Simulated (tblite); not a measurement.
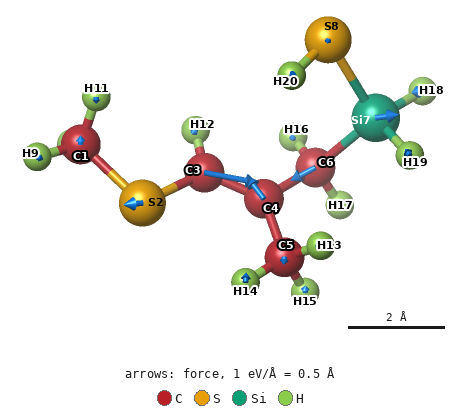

Starting geometry of C₅H₁₂S₂Si with the computed forces as blue arrows. Style: ball-and-stick. Shown face on.

These are results of GFN2-xTB geometry optimisation, gas phase (tblite), not measurements. 

### Is this structure relaxed? If not, where do the atoms go?

It isn't relaxed: the largest force vector, on a C atom, is 2.31 eV/Å. The final displacements have little in common with the starting forces (cosine between the two patterns 0.13). The atom that moves furthest after the best rigid fit is an H atom (0.65 Å). By element the largest moves are H 0.65 Å, S 0.39 Å, C 0.13 Å, Si 0.05 Å. Near-neighbour distances that change, for instance: C–Si 1.872 → 1.913 Å, C–S 1.725 → 1.764 Å, C–C 1.533 → 1.495 Å, H–Si 1.492 → 1.455 Å. Among the angles between lasting bonds that change: C–C–Si 116.5° → 111.9°, S–C–H 117.8° → 113.2°, C–C–H 113.8° → 110.5°. Groups turn about S–Si by about 30°. After 103 geometry steps the energy has fallen by 4.40 kcal/mol. Cost: 3.2 s on 1 thread of Intel(R) Xeon(R) Processor @ 2.50GHz, on a shared host.
